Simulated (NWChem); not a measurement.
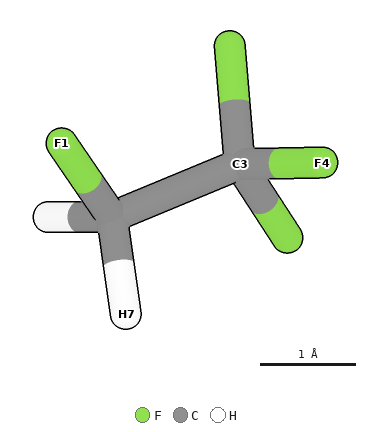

*The input geometry (stick view, seen at a tilt; atoms are numbered from 1 in the order of the input).*

**Energy and gradient calculation, with input and output: C₂H₂F₄**

System: C₂H₂F₄, SMILES FCC(F)(F)F.
Method: r2SCAN/cc-pVDZ, RKS (NWChem 7.3.0).

The geometry comes from this level: PBE0-D4/def2-TZVP.

Log
```
Northwest Computational Chemistry Package (NWChem) 7.3.0
             --------------------------------------------------------

           Job information
           ---------------

    nwchem branch   = 7.3.0
    use scalapack   = T
    input           = c2h2f4.nw
    prefix          = c2h2f4.
    data base       = ./c2h2f4.db
    status          = startup
    nproc           =        1

           Memory information
           ------------------

    heap     =     72089596 doubles =      550.0 Mbytes
    stack    =     72089601 doubles =      550.0 Mbytes
    global   =    144179200 doubles =     1100.0 Mbytes (distinct from heap & stack)
    total    =    288358397 doubles =     2200.0 Mbytes
    verify   = yes
    hardfail = no

           Directory information
           ---------------------

  0 permanent = .
  0 scratch   = .

                                NWChem Input Module
                                -------------------

                                   C2H2F4 r2SCAN
                                   -------------

 Scaling coordinates for geometry "geometry" by  1.889725989
 (inverse scale =  0.529177249)

                             Geometry "geometry" -> ""
                             -------------------------

 Output coordinates in angstroms (scale by  1.889725989 to convert to a.u.)

  No.       Tag          Charge          X              Y              Z
 ---- ---------------- ---------- -------------- -------------- --------------
    1 F                    9.0000    -0.22460000    -1.50650000     0.91520000
    2 C                    6.0000    -0.21120000    -0.73780000    -0.21170000
    3 C                    6.0000     0.21120000     0.67430000     0.13550000
    4 F                    9.0000     1.43440000     0.71130000     0.66240000
    5 F                    9.0000     0.21710000     1.41180000    -0.98210000
    6 F                    9.0000    -0.62460000     1.24360000     1.00290000
    7 H                    1.0000     0.50200000    -1.14860000    -0.93010000
    8 H                    1.0000    -1.21230000    -0.70510000    -0.64790000

      Atomic Mass
      -----------

      F                 18.998400
      C                 12.000000
      H                  1.007825

 Effective nuclear repulsion energy (a.u.)     273.0399807641

            Nuclear Dipole moment (a.u.)
            ----------------------------
        X                 Y               Z
 ---------------- ---------------- ----------------
    12.3028720761    27.4144438889    23.3388718494

            XYZ format geometry
            -------------------
     8
 geometry
 F                    -0.22460000    -1.50650000     0.91520000
 C                    -0.21120000    -0.73780000    -0.21170000
 C                     0.21120000     0.67430000     0.13550000
 F                     1.43440000     0.71130000     0.66240000
 F                     0.21710000     1.41180000    -0.98210000
 F                    -0.62460000     1.24360000     1.00290000
 H                     0.50200000    -1.14860000    -0.93010000
 H                    -1.21230000    -0.70510000    -0.64790000

 ==============================================================================
                                internuclear distances
 ------------------------------------------------------------------------------
       center one      |      center two      | atomic units |  angstroms
 ------------------------------------------------------------------------------
    2 C                |   1 F                |     2.57792  |     1.36418
    3 C                |   2 C                |     2.86154  |     1.51426
    4 F                |   3 C                |     2.51781  |     1.33237
    5 F                |   3 C                |     2.53038  |     1.33902
    6 F                |   3 C                |     2.51770  |     1.33231
    7 H                |   2 C                |     2.06449  |     1.09248
    8 H                |   2 C                |     2.06451  |     1.09249
 ------------------------------------------------------------------------------
                         number of included internuclear distances:          7
 ==============================================================================

 ==============================================================================
                                 internuclear angles
 ------------------------------------------------------------------------------
        center 1       |       center 2       |       center 3       |  degrees
 ------------------------------------------------------------------------------
    1 F                |   2 C                |   3 C                |   109.80
    1 F                |   2 C                |   7 H                |   109.74
    1 F                |   2 C                |   8 H                |   109.74
    3 C                |   2 C                |   7 H                |   108.62
    3 C                |   2 C                |   8 H                |   108.62
    7 H                |   2 C                |   8 H                |   110.30
    2 C                |   3 C                |   4 F                |   111.88
    2 C                |   3 C                |   5 F                |   108.87
    2 C                |   3 C                |   6 F                |   111.89
    4 F                |   3 C                |   5 F                |   108.10
    4 F                |   3 C                |   6 F                |   107.85
    5 F                |   3 C                |   6 F                |   108.11
 ------------------------------------------------------------------------------
                            number of included internuclear angles:         12
 ==============================================================================

 Summary of "ao basis" -> "" (spherical)
 ------------------------------------------------------------------------------
       Tag                 Description            Shells   Functions and Types
 ---------------- ------------------------------  ------  ---------------------
 *                          cc-pVDZ                   on all atoms

                                 NWChem DFT Module
                                 -----------------

                                   C2H2F4 r2SCAN

                      Basis "ao basis" -> "ao basis" (spherical)
                      -----
  [basis functions not shown]

 Summary of "ao basis" -> "ao basis" (spherical)
 ------------------------------------------------------------------------------
       Tag                 Description            Shells   Functions and Types
 ---------------- ------------------------------  ------  ---------------------
 F                          cc-pVDZ                  6       14   3s2p1d
 C                          cc-pVDZ                  6       14   3s2p1d
 H                          cc-pVDZ                  3        5   2s1p

  Caching 1-el integrals
   Time after variat. SCF:      0.4

     ---------------------------------------------
      Total Density - Mulliken Population Analysis
     ---------------------------------------------

    Atom       Charge   Shell Charges
 -----------   ------   -------------------------------------------------------
    1 F    9     9.41   2.00  0.91  0.99  3.45  2.06  0.00
    2 C    6     5.68   2.00  0.71  0.41  1.77  0.70  0.09
    3 C    6     4.80   2.00  0.65  0.26  1.27  0.38  0.24
    4 F    9     9.40   2.00  0.91  0.98  3.45  2.05  0.00
    5 F    9     9.40   2.00  0.91  0.99  3.45  2.05  0.00
    6 F    9     9.40   2.00  0.91  0.98  3.45  2.05  0.00
    7 H    1     0.95   0.70  0.22  0.03
    8 H    1     0.95   0.70  0.22  0.03
   Time prior to 1st pass:      0.4

           Memory utilization after 1st SCF pass:
           Heap Space remaining (MW):       37.10            37097620
          Stack Space remaining (MW):       72.09            72088892

   convergence    iter        energy       DeltaE   RMS-Dens  Diis-err    time
 ---------------- ----- ----------------- --------- --------- ---------  ------
 d= 0,ls=0.0,diis     1   -476.4100805943 -7.49D+02  1.85D-02  1.89D+00     2.0
 d= 0,ls=0.0,diis     2   -476.1283269270  2.82D-01  1.08D-02  5.51D+00     3.4
 d= 0,ls=0.0,diis     3   -476.6009138007 -4.73D-01  1.29D-03  3.82D-02     4.9
 d= 0,ls=0.0,diis     4   -476.6028800144 -1.97D-03  6.44D-04  9.89D-03     6.4
 d= 0,ls=0.0,diis     5   -476.6035960375 -7.16D-04  1.78D-04  1.19D-03     7.9
  Resetting Diis
 d= 0,ls=0.0,diis     6   -476.6036944669 -9.84D-05  3.23D-05  1.99D-05     9.5
 d= 0,ls=0.0,diis     7   -476.6036964931 -2.03D-06  1.15D-05  9.82D-07    11.0
 d= 0,ls=0.0,diis     8   -476.6036963673  1.26D-07  7.32D-06  2.54D-06    12.5
 d= 0,ls=0.0,diis     9   -476.6036965720 -2.05D-07  4.84D-07  4.82D-09    14.1
 d= 0,ls=0.0,diis    10   -476.6036965723 -3.84D-10  1.45D-07  8.48D-10    15.6

         Total DFT energy =     -476.603696572335
      One electron energy =    -1203.836172531491
           Coulomb energy =      507.538166140791
    Exchange-Corr. energy =      -53.345670945694
 Nuclear repulsion energy =      273.039980764060

 Numeric. integr. density =       50.000000343863

     Total iterative time =     15.2s

     ---------------------------------------------
      Total Density - Mulliken Population Analysis
     ---------------------------------------------

    Atom       Charge   Shell Charges
 -----------   ------   -------------------------------------------------------
    1 F    9     9.22   2.01  0.90  1.01  3.33  1.98  0.01
    2 C    6     5.80   2.01  0.70  0.34  2.04  0.60  0.12
    3 C    6     5.57   2.01  0.74  0.16  1.88  0.45  0.32
    4 F    9     9.16   2.01  0.91  0.99  3.34  1.92  0.01
    5 F    9     9.17   2.01  0.90  0.99  3.33  1.93  0.01
    6 F    9     9.16   2.01  0.91  0.99  3.34  1.92  0.01
    7 H    1     0.95   0.76  0.16  0.03
    8 H    1     0.95   0.76  0.16  0.03

     -------------------------------------------
      Total Density - Lowdin Population Analysis
     -------------------------------------------

    Atom       Charge   Shell Charges
 -----------   ------   -------------------------------------------------------
    1 F    9     9.00   1.92  0.93  0.85  3.20  2.10  0.01
    2 C    6     6.03   1.88  0.58  0.38  1.83  1.04  0.32
    3 C    6     6.20   1.89  0.60  0.36  1.70  0.93  0.73
    4 F    9     8.94   1.92  0.93  0.83  3.20  2.05  0.01
    5 F    9     8.95   1.92  0.93  0.84  3.20  2.06  0.01
    6 F    9     8.94   1.92  0.93  0.83  3.20  2.05  0.01
    7 H    1     0.97   0.63  0.26  0.08
    8 H    1     0.97   0.63  0.26  0.08

                         DFT ENERGY GRADIENTS

    atom               coordinates                        gradient
                 x          y          z           x          y          z
   1 F      -0.424432  -2.846872   1.729477   -0.000284   0.004775  -0.009184
   2 C      -0.399110  -1.394240  -0.400055   -0.001275  -0.005517   0.000744
   3 C       0.399110   1.274242   0.256058    0.003113   0.010508   0.002659
   4 F       2.710623   1.344162   1.251754   -0.011016   0.000419  -0.005037
   5 F       0.410260   2.667915  -1.855900    0.000039  -0.006648   0.010610
   6 F      -1.180323   2.350063   1.895206    0.007817  -0.004449  -0.008153
   7 H       0.948642  -2.170539  -1.757634   -0.004017   0.001701   0.004976
   8 H      -2.290915  -1.332446  -1.224353    0.005622  -0.000789   0.003386

 Task  times  cpu:       19.3s     wall:       19.3s
 Total times  cpu:       19.3s     wall:       19.3s
```

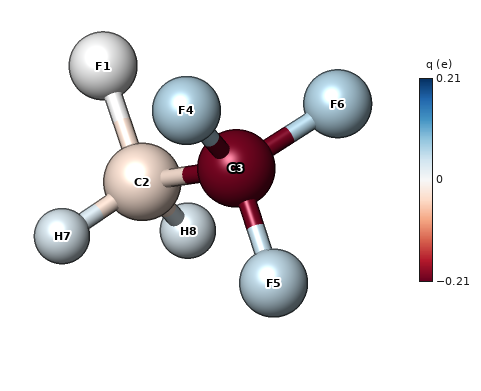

*Löwdin charges, as the colour of each atom (ball-and-stick view, seen at a tilt; atoms are numbered from 1 in the order of the input).*

By element: F 0.00 to +0.06, C −0.20 to −0.03 and H +0.03 e.

This output came from the following input.

Input file
```
start c2h2f4
title "C2H2F4 r2SCAN"
memory total 2200 mb
geometry noautosym nocenter noautoz
F     -0.224600    -1.506500     0.915200
C     -0.211200    -0.737800    -0.211700
C      0.211200     0.674300     0.135500
F      1.434400     0.711300     0.662400
F      0.217100     1.411800    -0.982100
F     -0.624600     1.243600     1.002900
H      0.502000    -1.148600    -0.930100
H     -1.212300    -0.705100    -0.647900
end
basis spherical bse
* library cc-pVDZ
end
dft
xc r2scan
grid fine
convergence energy 1e-08
iterations 100
mulliken
print low
end
task dft gradient
```

Launched with:
```bash
nwchem c2h2f4.nw > c2h2f4.out
```

Results in brief

```json
{"quantity": "outcome", "value": "converged"}
{"quantity": "total energy", "value": "−476.603697 hartree"}
{"quantity": "largest force", "value": "0.644 eV/Å"}
{"quantity": "hardware", "value": "1 thread of AMD EPYC (Zen 5), 16 GiB of memory available, shared host"}
{"quantity": "wall time", "value": "20 s"}
{"quantity": "peak memory", "value": "0.12 GiB"}
```
